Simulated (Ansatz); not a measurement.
# What ScC3 (built on the sites of a database entry of AlC3) distorts into, part 2 of 2

Aim: this structure of ScC3 (built on the sites of a database entry of AlC3) is to be tested for unstable modes, and one is followed downhill.

Ansatz 0.2.0; DFT LDA, scalar-relativistic, plane waves, norm-conserving pseudopotentials.

So far, highest frequency on the path or at a solved wavevector (cm⁻¹): step 2 (phonons on a q mesh) 526. Also lowest frequency on the path (cm⁻¹): step 2 -760.

The structure was built from a prototype and need not be the compound's stable phase.

## (5) Energy along the mode, all amplitudes (two of the runs are shown above)

An imaginary frequency means negative curvature, so the energy should fall and then rise again as anharmonic terms take over.

This step gave:

- depth at the lowest point sampled: 791.5 meV/atom
- largest atomic shift at that point: 0.45 Å

Energy from the parent against largest atomic shift:

| largest atomic shift (Å) | energy from the parent (meV/atom) |
| --- | --- |
| 0.000 | 0 |
| 0.040 | -15.7 |
| 0.080 | -60.0 |
| 0.140 | -168 |
| 0.220 | -359 |
| 0.320 | -610 |
| 0.450 | -791 |
| 0.600 | -301 |

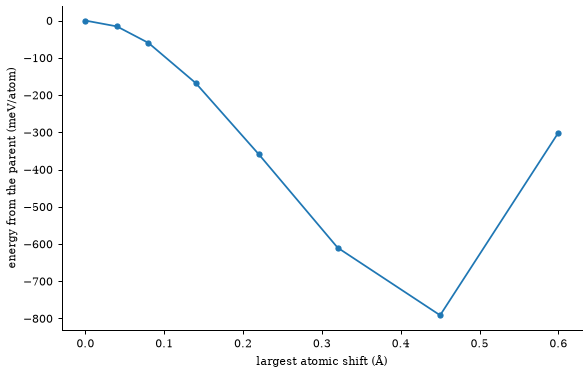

Energy from the parent against largest atomic shift.

Displacement at unit largest shift by atom:

| atom | x (Å) | y (Å) | z (Å) | size |
| --- | --- | --- | --- | --- |
| Sc1 | 0.00 | 0.00 | 0.00 | 0.00 |
| Sc2 | 0.00 | 0.00 | 0.00 | 0.00 |
| C3 | 1.00 | 0.00 | 0.00 | 1.00 |
| C4 | -1.00 | 0.00 | 0.00 | 1.00 |
| C5 | 0.00 | 1.00 | 0.00 | 1.00 |
| C6 | 0.00 | -1.00 | 0.00 | 1.00 |
| C7 | 0.00 | 0.00 | -1.00 | 1.00 |
| C8 | 0.00 | 0.00 | 1.00 | 1.00 |

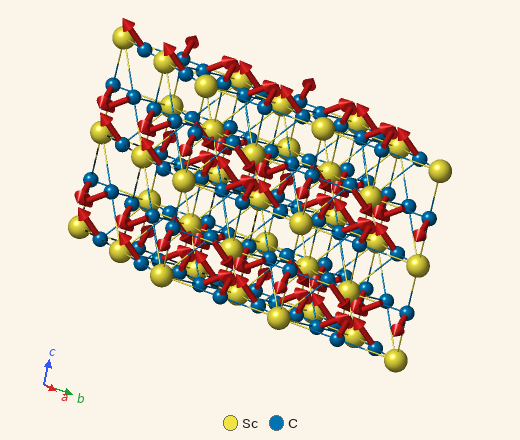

Displacement at unit largest shift as arrows, the longest 1 Å. 2×2×2 cells are drawn. Some periodic images of atoms are drawn too.

The lowest of the steps tried is at 0.45 Å, 791 meV/atom below the parent; the bottom of the well need not coincide with a step.

## (6) Relaxation from the frozen mode

Starting from the lowest point found, all atoms and the cell are let go, so that strain and other modes of the same symmetry can join in.

Contents of input.yaml:

```yaml
crystal:
  lattice:
    - [3.2537740111, 3.2537740111, 0.0]
    - [3.2537740111, 0.0, 3.2537740111]
    - [3.2537740111, 0.0, -3.2537740111]
  atoms:
    - { symbol: Sc, position: [0.0, 0.0, 0.0] }
    - { symbol: Sc, position: [0.0, 0.5, 0.5] }
    - { symbol: C, position: [0.5, 0.5691504693, 1.0691504693] }
    - { symbol: C, position: [0.5, -0.0691504693, 0.4308495307] }
    - { symbol: C, position: [0.1383009387, -0.0691504693, 0.4308495307] }
    - { symbol: C, position: [-0.1383009387, 0.5691504693, 1.0691504693] }
    - { symbol: C, position: [0.5, -0.0691504693, 1.0691504693] }
    - { symbol: C, position: [0.5, 0.5691504693, 0.4308495307] }
kpoints:
  mp_grid: { grid: [12, 12, 12] }
hamiltonian:
  xc: lda
  pseudopotentials: { kind: nc }
scf:
  occupations: { method: methfessel_paxton, width: 0.2 }
output:
  forces: true
  stress: true
  eigenvalues: true
relax:
  adjacent_minimum: "off"
  f_tol: 0.002
  max_steps: 120
  cell: { stress_tol: 0.03 }
```

On the command line:

```sh
> ansatz run input.yaml --threads 8 --pin off --max-ram 14336MiB --backend cpu --events-out ev --progress --plain --runs-dir out
```

Numbers of over 12 decimals in the logs are rounded to 6 here.

What it wrote:

```text
[...]
Crystal: 8 atoms, lattice volume = 68.896 Å³
Basis set: ecut = 1115.666836 eV, 5817 PW (Γ)
Bands: 31, of which v1, the nominal top of the filled ones, is band 23 counted from 1 (22 counted from 0)
Symmetry: 48 space group operations
[...]
k-points: 72 of 1728
[...]
SCF iter   1: F=—  HF=-3609.140537 eV  |F-HF|=—  |Δ(HF+E_count)|=         —  Δρ=6.25e-2  dr2=1.81e0  ethr=3.10e-3  ⟨swp⟩=6.1  Hψ=10063  notcnv=0
[...]
SCF iter   8: F=-3608.466404 eV  HF=-3608.466405 eV  |F-HF|=6.37e-8  |Δ(HF+E_count)|=   2.21e-7  S|Δr|=    0.00e0  Δρ=9.86e-6  dr2=8.33e-8  ethr=2.17e-10  ⟨swp⟩=16.0  Hψ=14012  notcnv=0
SCF 1 converged in 8 iterations: F = -3608.466404 eV  dr2 = 8.33e-8
relax step   1: F+E_penalty+E_count = -3608.46640450 eV  Δ(F+E_penalty+E_count) = +0.000e0 eV  max|allowed force component| = 7.613e-2 eV/Å  Δτ_max = 0.0000 Å  P = +7.639 GPa  Ω = 68.896 Å³  (8 SCF iters, dr2 threshold 1.00e-7 eV, accepted)
Crystal: 8 atoms, lattice volume = 71.578 Å³
Basis set: ecut = 1115.666836 eV, 5985 PW (Γ)
[...]
iter 1 solved again at ethr=1.80e-5 eV; its pass at ethr=3.10e-3 eV (dr2=8.27e-3 eV) is discarded
[...]
SCF iter   6: F=-3608.535172 eV  HF=-3608.535172 eV  |F-HF|=4.63e-7  |Δ(HF+E_count)|=   4.68e-7  S|Δr|=    0.00e0  Δρ=2.87e-5  dr2=5.26e-7  ethr=1.74e-9  ⟨swp⟩=10.0  Hψ=12365  notcnv=0
SCF 2 converged in 6 iterations: F = -3608.535172 eV  dr2 = 5.26e-7
relax step   2: F+E_penalty+E_count = -3608.53517191 eV  Δ(F+E_penalty+E_count) = -6.877e-2 eV  max|allowed force component| = 5.726e-2 eV/Å  Δτ_max = 0.0143 Å  P = +0.980 GPa  Ω = 71.578 Å³  energy of the carried Pulay correction = -2.145e-3 eV  (6 SCF iters, dr2 threshold 8.00e-7 eV, accepted)
Crystal: 8 atoms, lattice volume = 71.850 Å³
Basis set: ecut = 1115.666836 eV, 6081 PW (Γ)
[...]
SCF iter   4: F=-3608.535769 eV  HF=-3608.535769 eV  |F-HF|=1.14e-7  |Δ(HF+E_count)|=   2.69e-7  S|Δr|=    0.00e0  Δρ=1.38e-5  dr2=2.23e-7  ethr=1.74e-9  ⟨swp⟩=8.0  Hψ=10348  notcnv=0
SCF 3 converged in 4 iterations: F = -3608.535769 eV  dr2 = 2.23e-7
relax step   3: F+E_penalty+E_count = -3608.53576929 eV  Δ(F+E_penalty+E_count) = -5.974e-4 eV  max|allowed force component| = 4.588e-2 eV/Å  Δτ_max = 0.0008 Å  P = +0.285 GPa  Ω = 71.850 Å³  energy of the carried Pulay correction = -2.358e-3 eV  (4 SCF iters, dr2 threshold 8.00e-7 eV, accepted)
[...]
relax step   4: F+E_penalty+E_count = -3608.53578669 eV  Δ(F+E_penalty+E_count) = -1.740e-5 eV  max|allowed force component| = 4.142e-2 eV/Å  Δτ_max = 0.0022 Å  P = -0.135 GPa  Ω = 71.881 Å³  energy of the carried Pulay correction = -2.383e-3 eV  (4 SCF iters, dr2 threshold 2.02e-7 eV, accepted)
[...]
relax step   5: F+E_penalty+E_count = -3608.53591559 eV  Δ(F+E_penalty+E_count) = -1.289e-4 eV  max|allowed force component| = 2.373e-4 eV/Å  Δτ_max = 0.0011 Å  P = -0.001 GPa  Ω = 71.893 Å³  energy of the carried Pulay correction = -2.392e-3 eV  (4 SCF iters, dr2 threshold 1.07e-7 eV, accepted)
[...]
relax step   6: F+E_penalty+E_count = -3608.53900092 eV  Δ(F+E_penalty+E_count) = -3.085e-3 eV  max|allowed force component| = 4.658e-4 eV/Å  Δτ_max = 0.0000 Å  P = +0.078 GPa  Ω = 71.893 Å³  stress off target by 7.85e-2 GPa  SCF on the basis re-selected at this cell (its energy is not comparable with the rows above)  (6 SCF iters)
[...]
relax step   7: F+E_penalty+E_count = -3608.53898343 eV  Δ(F+E_penalty+E_count) = +1.749e-5 eV  max|allowed force component| = 2.884e-6 eV/Å  Δτ_max = 0.0001 Å  P = +0.001 GPa  Ω = 71.925 Å³  energy of the carried Pulay correction = -2.534e-5 eV  (4 SCF iters, dr2 threshold 1.54e-8 eV, accepted)
[...]
SCF iter   5: F=-3608.539021 eV  HF=-3608.539021 eV  |F-HF|=1.27e-11  |Δ(HF+E_count)|=  1.77e-11  S|Δr|=    0.00e0  Δρ=2.60e-7  dr2=2.51e-11  ethr=1.00e-12  ⟨swp⟩=11.4  Hψ=13135  notcnv=0
SCF 8 converged in 5 iterations: F = -3608.539021 eV  dr2 = 2.51e-11
relax step   8: F+E_penalty+E_count = -3608.53902090 eV  Δ(F+E_penalty+E_count) = -3.748e-5 eV  max|allowed force component| = 3.069e-6 eV/Å  Δτ_max = 0.0000 Å  P = +0.001 GPa  Ω = 71.925 Å³  stress off target by 1.43e-3 GPa  SCF on the basis re-selected at this cell (its energy is not comparable with the rows above)  (5 SCF iters)
[...]
SCF converged after 5 iterations
[...]
Free energy (F): -3608.539021 eV
[...]
Internal energy: -3608.537127 eV  (E = F + TS)
E sigma→0 (E₀):  -3608.538547 eV
Entropy (-TS):   -0.001894 eV (-0.237 meV/atom)
Fermi energy:    12.911834 eV
[...]
--- Stress (GPa, compression-positive) ---
        0.001427       0.000000      -0.000000
        0.000000       0.001427       0.000000
       -0.000000       0.000000       0.001427
  P = ⅓ Tr σ = 0.0014 GPa (0.014 kbar)
--- Band table (eV; the first three rows and the last of 72) ---
  k-point 0: bands = [... 19 lower, 9.1111, 9.1111, 14.2332, 14.2332, 14.2332, 15.5413, 15.5413, 15.5413, ... 4 higher]
  k-point 1: bands = [... 19 lower, 9.2191, 9.2191, 13.7962, 13.7962, 14.2528, 15.5093, 15.6996, 15.6996, ... 4 higher]
  k-point 2: bands = [... 19 lower, 9.5127, 9.5127, 13.0281, 13.0281, 14.3076, 15.4360, 15.8008, 15.8008, ... 4 higher]
  k-point 71: bands = [... 19 lower, 9.6540, 10.7947, 11.2338, 11.2338, 12.4911, 14.0648, 14.7317, 14.7317, ... 4 higher]
--- Relaxed structure (6 steps of the walk, 6 accepted, 2 SCFs on fresh bases) ---
  F+E_penalty+E_count = -3608.53902090 eV   max|allowed force component| = 3.069e-6 eV/Å   (the final SCF, on the basis selected at the relaxed cell)
  cell:  # Å, volume = 71.9252 Å³
    - [3.300783, 3.300783, 0]
    - [3.300783, 0, 3.300783]
    - [3.300783, 0, -3.300783]
  atoms:
    - { symbol: Sc, position: [-5.362658455661971e-19, 1.7649914723003883e-19, 1.6816880399794238e-19] }
    - { symbol: Sc, position: [-5.362658455661971e-19, 0.500000, 0.500000] }
    - { symbol: C, position: [0.500000, 0.571340, 1.071340] }
    - { symbol: C, position: [0.500000, -0.071340, 0.428660] }
    - { symbol: C, position: [0.142680, -0.071340, 0.428660] }
    - { symbol: C, position: [-0.142680, 0.571340, 1.071340] }
    - { symbol: C, position: [0.500000, -0.071340, 1.071340] }
    - { symbol: C, position: [0.500000, 0.571340, 0.428660] }
```

Run time: 33 s. Hardware: 8 threads of Arm Neoverse V2, shared host; peak memory 0.96 GiB.

The steps of the relaxation:

| step | energy less that of the first step (eV) | largest force component (eV/Å) | pressure (GPa) | volume (Å³) |
| --- | --- | --- | --- | --- |
| 1 | 0.0000 | 0.0761 | 7.64 | 68.90 |
| 2 | -0.0688 | 0.0573 | 0.98 | 71.58 |
| 3 | -0.0694 | 0.0459 | 0.28 | 71.85 |
| 4 | -0.0694 | 0.0414 | -0.13 | 71.88 |
| 5 | -0.0695 | 0.0002 | 0.00 | 71.89 |
| 6* | -0.0726 | 0.0005 | 0.08 | 71.89 |
| 7 | -0.0726 | 0.0000 | 0.00 | 71.93 |
| 8* | -0.0726 | 0.0000 | 0.00 | 71.93 |

Relaxation steps marked * repeat the geometry before them on a plane-wave basis chosen anew for their cell, so energy and pressure can jump there.

The run keeps the 48 symmetry operations that it works with, so distortions that break them were not tested.

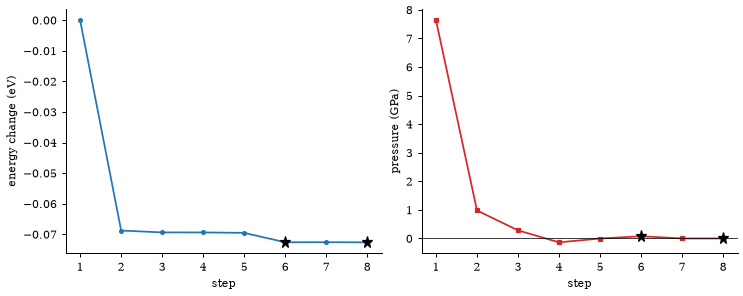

Energy and pressure along the relaxation. Stars mark steps on a basis chosen anew.

| conventional cell, symmetrised | before | after | change |
| --- | --- | --- | --- |
| a (Å) | 6.508 | 6.602 | +1.4 % |
| b (Å) | 6.508 | 6.602 | +1.4 % |
| c (Å) | 6.508 | 6.602 | +1.4 % |
| volume (Å³/atom) | 8.61 | 8.99 | +4.4 % |

The atoms that moved most (Å, as changes of fractional coordinates times the final cell):

| atom | dx | dy | dz | length |
| --- | --- | --- | --- | --- |
| C4 | -0.014 | 0.000 | 0.000 | 0.014 |
| C8 | 0.000 | 0.000 | 0.014 | 0.014 |
| C7 | 0.000 | 0.000 | -0.014 | 0.014 |
| C6 | 0.000 | -0.014 | 0.000 | 0.014 |
| C5 | 0.000 | 0.014 | 0.000 | 0.014 |
| C3 | 0.014 | 0.000 | 0.000 | 0.014 |

This step gave:

| Item | Value |
| --- | --- |
| pressure | 0.001427 GPa |
| volume per atom | 8.991 Å³ |

The distorted start has space group Fm-3m; the relaxation ends in Fm-3m.

## (7) The new phase in its own primitive cell

The relaxed structure is symmetrised, reduced to its primitive cell and relaxed tightly, as its phonons need.

Contents of input.yaml:

```yaml
crystal:
  lattice:
    - [0.0, 3.3007830737, 3.3007830737]
    - [3.3007830737, 0.0, 3.3007830737]
    - [3.3007830737, 3.3007830737, 0.0]
  atoms:
    - { symbol: Sc, position: [0.75, 0.75, 0.75] }
    - { symbol: Sc, position: [0.25, 0.25, 0.25] }
    - { symbol: C, position: [0.6786598665, 0.3213401335, 0.3213401335] }
    - { symbol: C, position: [0.3213401335, 0.6786598665, 0.6786598665] }
    - { symbol: C, position: [0.3213401335, 0.6786598665, 0.3213401335] }
    - { symbol: C, position: [0.6786598665, 0.3213401335, 0.6786598665] }
    - { symbol: C, position: [0.6786598665, 0.6786598665, 0.3213401335] }
    - { symbol: C, position: [0.3213401335, 0.3213401335, 0.6786598665] }
kpoints:
  mp_grid: { grid: [10, 10, 10] }
hamiltonian:
  xc: lda
  pseudopotentials: { kind: nc }
scf:
  occupations: { method: methfessel_paxton, width: 0.2 }
output:
  forces: true
  stress: true
  eigenvalues: true
relax:
  adjacent_minimum: "off"
  f_tol: 0.001
  max_steps: 60
  cell: { stress_tol: 0.01 }
```

What it wrote:

```text
[...]
Crystal: 8 atoms, lattice volume = 71.925 Å³
Basis set: ecut = 1115.666836 eV, 6081 PW (Γ)
Bands: 31, of which v1, the nominal top of the filled ones, is band 23 counted from 1 (22 counted from 0)
Symmetry: 48 space group operations
[...]
k-points: 47 of 1000
[...]
atoms:
    - { symbol: Sc, position: [0.750000, 0.750000, 0.750000] }
    - { symbol: Sc, position: [0.25, 0.25, 0.25] }
    - { symbol: C, position: [0.678675, 0.321325, 0.321325] }
    - { symbol: C, position: [0.321325, 0.678675, 0.678675] }
    - { symbol: C, position: [0.321325, 0.678675, 0.321325] }
    - { symbol: C, position: [0.678675, 0.321325, 0.678675] }
    - { symbol: C, position: [0.678675, 0.678675, 0.321325] }
    - { symbol: C, position: [0.321325, 0.321325, 0.678675] }
[key lines of the parts left out:]
SCF converged after 7 iterations
Free energy (F): -3608.537030 eV
Fermi energy:    12.898203 eV
P = ⅓ Tr σ = 0.0014 GPa (0.014 kbar)
```

It took 7.8 s on 8 threads; peak memory 0.85 GiB; 60 s of CPU time.

Little changed from the start: no atom moved by 0.005 Å and no cell edge by 0.1 %.

Numbers from this step:

- pressure: 0.001368 GPa
- volume per atom: 8.988 Å³

The largest force component left is 0.47 meV/Å and the pressure is 0.001 GPa, within the tolerances set. The cell now holds 8.99 Å³/atom.

## (8) Modes of the new phase, k-mesh 10×10×10

A relaxed structure may still be a saddle point, so its zone-centre modes are computed. No field response is asked, since the mesh shows no gap.

Contents of input.yaml:

```yaml
crystal:
  lattice:
    - [0.0, 3.3005135241, 3.3005135241]
    - [3.3005135241, 0.0, 3.3005135241]
    - [3.3005135241, 3.3005135241, 0.0]
  atoms:
    - { symbol: Sc, position: [0.75, 0.75, 0.75] }
    - { symbol: Sc, position: [0.25, 0.25, 0.25] }
    - { symbol: C, position: [0.6786752988, 0.3213247012, 0.3213247012] }
    - { symbol: C, position: [0.3213247012, 0.6786752988, 0.6786752988] }
    - { symbol: C, position: [0.3213247012, 0.6786752988, 0.3213247012] }
    - { symbol: C, position: [0.6786752988, 0.3213247012, 0.6786752988] }
    - { symbol: C, position: [0.6786752988, 0.6786752988, 0.3213247012] }
    - { symbol: C, position: [0.3213247012, 0.3213247012, 0.6786752988] }
kpoints:
  mp_grid: { grid: [10, 10, 10] }
hamiltonian:
  xc: lda
  pseudopotentials: { kind: nc }
scf:
  occupations: { method: methfessel_paxton, width: 0.2 }
output:
  eigenvalues: true
phonons:
  method: dfpt
```

What it wrote:

```text
zone centre: on kpoints.mp_grid the ground state, and the responses unless they are solved on pairs of k-points, stand on 282 of the mesh's 1000 k-points, reduced under 2 symmetry operations, with k and −k counted as one. Each operation leaves every solved displacement unchanged or reverses it
[...]
Crystal: 8 atoms, lattice volume = 71.908 Å³
Basis set: ecut = 1115.666836 eV, 6081 PW (Γ), exchange–correlation on 108×108×108 points (8 copies of the dense FFT grid, shifted against one another)
Bands: 31, of which v1, the nominal top of the filled ones, is band 23 counted from 1 (22 counted from 0)
Symmetry: 48 space group operations
k-points: 282 of 1000 (irreducible under 2 space group operations, time reversal used)
[...]
SCF iter   1: F=—  HF=-3609.193685 eV  |F-HF|=—  |Δ(HF+E_count)|=         —  Δρ=6.08e-2  dr2=1.79e0  ethr=3.10e-3  ⟨swp⟩=5.9  Hψ=38821  notcnv=0
[...]
SCF iter  11: F=-3608.537030 eV  HF=-3608.537030 eV  |F-HF|=3.64e-12  |Δ(HF+E_count)|=  4.96e-11  S|Δr|=    0.00e0  Δρ=8.22e-8  dr2=4.19e-12  ethr=1.00e-12  ⟨swp⟩=17.9  Hψ=61948  notcnv=0
SCF 1 converged in 11 iterations: F = -3608.537030 eV  dr2 = 4.19e-12
DFPT response loops at Γ: preconditioner auto → Kerker (q_TF=auto, 2.533 Å⁻¹) (partly filled bands, converged f_vac=0.004); β = 1.00, the filter's whole step (`scf.mixing.beta` (0.50) is not read by the response loops under this deck's `scf.mixing.preconditioner`; to damp them name `kerker` or `kerker_dos`, under which they read `scf.mixing.beta`, and type it under 1.00, their step now; both keys bind the ground state too); Broyden in place of MSR1
SCF converged after 11 iterations
[...]
Free energy (F): -3608.537030 eV
[...]
Internal energy: -3608.538076 eV  (E = F + TS)
E sigma→0 (E₀):  -3608.537292 eV
Entropy (-TS):   0.001046 eV (0.131 meV/atom)
Fermi energy:    12.898202 eV
[...]
--- Band table (eV; the first three rows and the last of 282) ---
  k-point 0: bands = [... 19 lower, 9.1137, 9.1137, 14.2360, 14.2360, 14.2360, 15.5466, 15.5466, 15.5466, ... 4 higher]
  k-point 1: bands = [... 19 lower, 9.2676, 9.2676, 13.6535, 13.6535, 14.2641, 15.5023, 15.7334, 15.7334, ... 4 higher]
  k-point 2: bands = [... 19 lower, 9.6690, 9.6690, 12.7236, 12.7236, 14.3399, 15.4008, 15.8326, 15.8326, ... 4 higher]
  k-point 281: bands = [... 19 lower, 9.3612, 9.7373, 9.8181, 13.2007, 13.2007, 14.9919, 14.9919, 15.3769, ... 4 higher]
--- Phonons (Γ-DFPT): 3 representative perturbations + reference, on 282 of 1000 k-points (Σ response iterations 10) ---
  k mesh reduced under 2 symmetry operations, with k and −k counted as one. Each operation leaves every solved displacement unchanged or reverses it
  ASR residual: 4.510e-5 → 0.000e0 eV/Å²; symmetrization residual: 2.030e-6 eV/Å²
  ASR residual per site (eV/Å²): 4.51e-5 4.51e-5 1.23e-5 1.23e-5 1.23e-5 1.23e-5 1.23e-5 1.23e-5
  Γ frequencies (cm⁻¹): -384.10 -384.10 -384.10 0.00 0.00 0.00 226.24 226.24 226.24 275.29 275.29 275.29 308.04 308.04 308.04 390.89 390.89 439.01 439.01 439.01 627.63 627.63 627.63 926.40
  non-analytic LO–TO correction: not included (Born effective charges unavailable; polar crystals: no LO–TO splitting at Γ)
```

Elapsed: 1.9 min, on 8 threads; peak memory 6.2 GiB; 15 min of CPU time.

This step gave:

```yaml
sum_rule_residual_before_enforcement: 4.51e-5 eV/Å²
highest_optical_mode_at_the_zone_centre_no_lo_to_term: 926.4 cm⁻¹
lowest_optical_zone_centre_mode: -384.1 cm⁻¹
```

Patterns of degenerate modes are one choice out of their space. The modes at Γ (shares of kinetic energy by element, %) (negative means imaginary):

| mode | frequency (cm⁻¹) | symmetry | Sc % | C % |
| --- | --- | --- | --- | --- |
| 1 | -384.1 | T2g | 0 | 100 |
| 2 | -384.1 | T2g | 0 | 100 |
| 3 | -384.1 | T2g | 0 | 100 |
| 4 | 0.0 | acoustic | 56 | 44 |
| 5 | 0.0 | acoustic | 56 | 44 |
| 6 | 0.0 | acoustic | 56 | 44 |
| 7 | 226.2 | T2g | 100 | 0 |
| 8 | 226.2 | T2g | 100 | 0 |
| 9 | 226.2 | T2g | 100 | 0 |
| 10 | 275.3 | T1u | 43 | 57 |
| 11 | 275.3 | T1u | 43 | 57 |
| 12 | 275.3 | T1u | 43 | 57 |
| 13 | 308.0 | T1g | 0 | 100 |
| 14 | 308.0 | T1g | 0 | 100 |
| 15 | 308.0 | T1g | 0 | 100 |
| 16 | 390.9 | Eg | 0 | 100 |
| 17 | 390.9 | Eg | 0 | 100 |
| 18 | 439.0 | T2u | 0 | 100 |
| 19 | 439.0 | T2u | 0 | 100 |
| 20 | 439.0 | T2u | 0 | 100 |
| 21 | 627.6 | T1u | 2 | 98 |
| 22 | 627.6 | T1u | 2 | 98 |
| 23 | 627.6 | T1u | 2 | 98 |
| 24 | 926.4 | A1g | 0 | 100 |

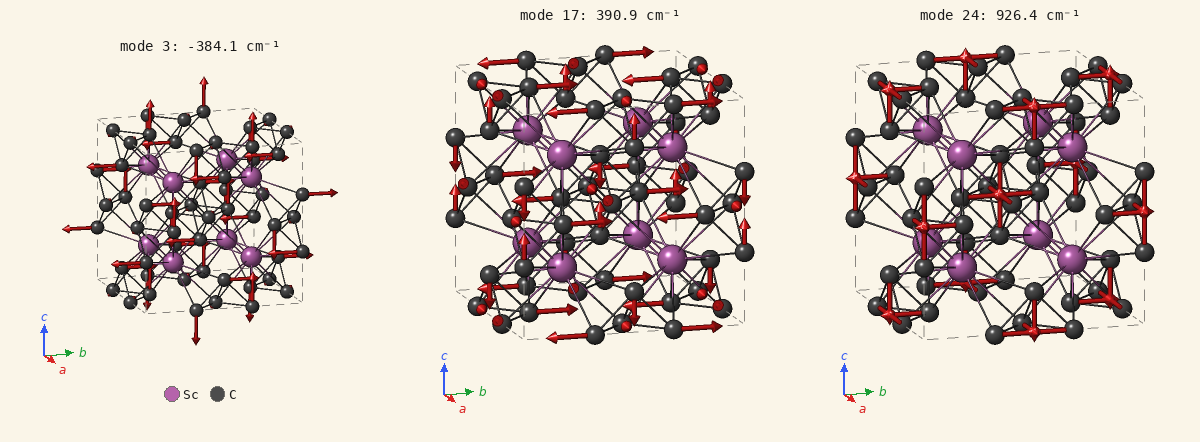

Displacement patterns of modes 3, 17 and 24 at Γ; arrows are exaggerated. Some periodic images of atoms are drawn too.

Before it was imposed, the acoustic sum rule was missed by 4.5e-5 eV/Å². Small misses are needed for a sound result but don't prove that mesh and cutoff are converged. The lowest optical mode is imaginary, 384.1i cm⁻¹, so the energy falls along it.

## (9) Summary of results

```json
{
 "unstable mode of the parent": "q = (-0.5, -0.5, -0.5), 760i cm⁻¹",
 "depth at the lowest point sampled": "791 meV/atom",
 "largest atomic shift at that point": "0.45 Å",
 "space group reached (within 0.01 Å)": "Fm-3m",
 "energy gained over the parent (first relaxation, on the mesh of the frozen mode)": "801 meV/atom",
 "volume per atom, phase reached": "8.99 Å³",
 "lowest optical zone-centre mode, phase reached": "-384 cm⁻¹",
 "highest optical mode at the zone centre (no LO-TO term), phase reached": "926 cm⁻¹"
}
```

**Reading.** Along this mode the structure falls into Fm-3m, 801 meV/atom below the parent. At the parent's cell the well is 791.5 meV/atom deep on the steps tried, with its lowest point at a shift of 0.45 Å. Relaxing atoms and cell changes the gain by +9.08 meV/atom against the lowest step (energies at zero smearing). The new phase still has an imaginary mode at the zone centre of its cell, so it is a saddle point on the way to a lower structure. Each path keeps the symmetry of its pattern, so a lower phase may lie along a pattern not tried. With no gap, or one that is small against the smearing, the frequencies hang on the k mesh and the smearing, most of all near Kohn anomalies. The phonon runs are without spin polarisation, although the cell has an odd electron count. A phonon run warned that its eigensolver left some bands unconverged in a pass. The starting cell was built on a prototype and not taken from a measurement, so the phase need not exist.

[Logs are printed without paths, hosts, clocks, repeated set-up lines and the standing remarks that a program may print on its own settings, such as how far it seeks lower states.]

[Hosts, paths, dates, database ids (printed as entryN), source tags and the programs' standing remarks are cut or masked in the printed files.]
